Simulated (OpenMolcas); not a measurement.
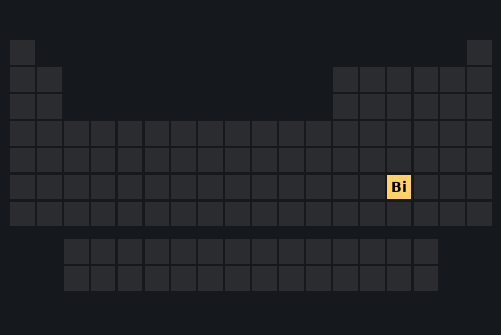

Fig. 1: The place of bismuth in the periodic table.

# Bi⁺: multiconfigurational calculation

System: Bi⁺.
Method: state-averaged MS-RASPT2, IPEA shift 0.25, imaginary shift 0.1 hartree, semicore shells correlated, active space 4 electrons in the shells 6s 6p 6d; RAS3 6d with at most 2 electrons, basis ANO-RCC-VDZP, DKH3 scalar Hamiltonian, spin-orbit coupling by RASSI with atomic mean-field integrals (OpenMolcas).

### The input
```
&GATEWAY
Coord
1

Bi 0.0 0.0 0.0
Basis=ANO-RCC-VDZP
Group=XYZ
NoMove
AngMom=0.0 0.0 0.0
AMFI
&SEWARD
Relativistic=R03O02
&RASSCF
FileOrb=start.orb
Symmetry=1
Spin=3
nActEl=4 0 0
Inactive=20 19
Ras2=1 3
CIRoot=6 6 1
SDav=6
CIMx=300
Iter=120 100
PrWF=0.3
OrbListing=Nothing
MaxOrb=0
Atom
>>> COPY $Project.JobIph JOBPRE
&RASSCF
FileOrb=start.orb
Symmetry=1
Spin=3
nActEl=4 0 2
Inactive=20 19
Ras2=1 3
Ras3=5 0
CIRoot=3 3 1
SDav=211
CIMx=300
Iter=120 100
PrWF=0.3
OrbListing=Nothing
MaxOrb=0
Thrs=2.0e-7 1.0e-1 5.0e-4
Atom
>>> COPY $Project.JobIph JOB001
&RASSCF
FileOrb=start.orb
Symmetry=1
Spin=1
nActEl=4 0 2
Inactive=20 19
Ras2=1 3
Ras3=5 0
CIRoot=6 6 1
SDav=192
CIMx=300
Iter=120 100
PrWF=0.3
OrbListing=Nothing
MaxOrb=0
Thrs=2.0e-7 1.0e-1 5.0e-4
Atom
>>> COPY $Project.JobIph JOB002
&RASSCF
FileOrb=start.orb
Symmetry=2
Spin=5
nActEl=4 0 2
Inactive=20 19
Ras2=1 3
Ras3=5 0
CIRoot=1 1 1
SDav=36
CIMx=300
Iter=120 100
PrWF=0.3
OrbListing=Nothing
MaxOrb=0
Thrs=2.0e-7 1.0e-1 5.0e-4
Atom
>>> COPY $Project.JobIph JOB003
&RASSCF
FileOrb=start.orb
Symmetry=2
Spin=3
nActEl=4 0 2
Inactive=20 19
Ras2=1 3
Ras3=5 0
CIRoot=8 8 1
SDav=174
CIMx=300
Iter=120 100
PrWF=0.3
OrbListing=Nothing
MaxOrb=0
Thrs=2.0e-7 1.0e-1 5.0e-4
Atom
>>> COPY $Project.JobIph JOB004
&RASSCF
FileOrb=start.orb
Symmetry=2
Spin=1
nActEl=4 0 2
Inactive=20 19
Ras2=1 3
Ras3=5 0
CIRoot=5 5 1
SDav=138
CIMx=300
Iter=120 100
PrWF=0.3
OrbListing=Nothing
MaxOrb=0
Thrs=2.0e-7 1.0e-1 5.0e-4
Atom
>>> COPY $Project.JobIph JOB005
&RASSI
NrOfJobIphs=4 3 6 1 8
1 2 3
1 2 3 4 5 6
1
1 2 3 4 5 6 7 8
IphNames
JOB001
JOB002
JOB003
JOB004
EJob
SpinOrbit
DIPRint=1.0
SOCoupling=1000.0
Subsets=2
MEES
Property=10
'ANGMOM' 1 'ANGMOM' 2 'ANGMOM' 3 'MLTPL  1' 1 'MLTPL  1' 2 'MLTPL  1' 3
'AMFI' 1 'AMFI' 2 'AMFI' 3 'MLTPL  2' 6
SOProperty=3
'ANGMOM' 1 'ANGMOM' 2 'ANGMOM' 3
>>> COPY JOB001 $Project.JobIph
&CASPT2
Multistate=3 1 2 3
Frozen=15 19
IPEA=0.25
Imaginary=0.1
MaxIter=60
WThr=0.0 0.3 0.05
PrWF=0.5
NoMix
Deleted=16 14
```

The file start.orb holds starting orbitals from an earlier step.

Run as:
```bash
OMP_NUM_THREADS=1 MOLCAS_MEM=2252 MOLCAS_PROJECT=a pymolcas a.inp > a.log  # once for each step of the input, in one work folder
```

### The program's output (extracts)
```
|    MOLCAS_STRUCTURE = 0
  |
   -----------------------------------------------------------------------------------------
++ ---------   Input file   ---------
>>> COPY JOB001 $Project.JobIph
&CASPT2
Multistate=3 1 2 3
Frozen=15 19
IPEA=0.25
Imaginary=0.1
MaxIter=60
WThr=0.0 0.3 0.05
PrWF=0.5
NoMix
Deleted=16 14
-- ----------------------------------
>>> COPY JOB001 a.JobIph
*** symbolic link created: INPORB -> a.RasOrb
--- Start Module: caspt2 at  ---
()()()()()()()()()()()()()()()()()()()()()()()()()()()()()()()()()()()()()()()()()()()()()()()()()()
                                              &CASPT2
                                   only a single process is used
                       available to each process: 2.3 GB of memory, 1 thread
()()()()()()()()()()()()()()()()()()()()()()()()()()()()()()()()()()()()()()()()()()()()()()()()()()
 ###    WARNING: User changed nr of frozen orbitals.                         ###
 ###    ERROR: Too many deleted orbitals!                                    ###
--- Stop Module: caspt2 at  /rc=_RC_INPUT_ERROR_ ---
.####################.
.# User input error #.
.####################.
```

### Outcome

- outcome: refused by the program
- hardware: 1 CPU thread, shared host

### What went wrong

This input holds a deliberate fault: most virtuals deleted. The program refused the input; the driver noted: CASPT2 spin 3: _RC_INPUT_ERROR_.
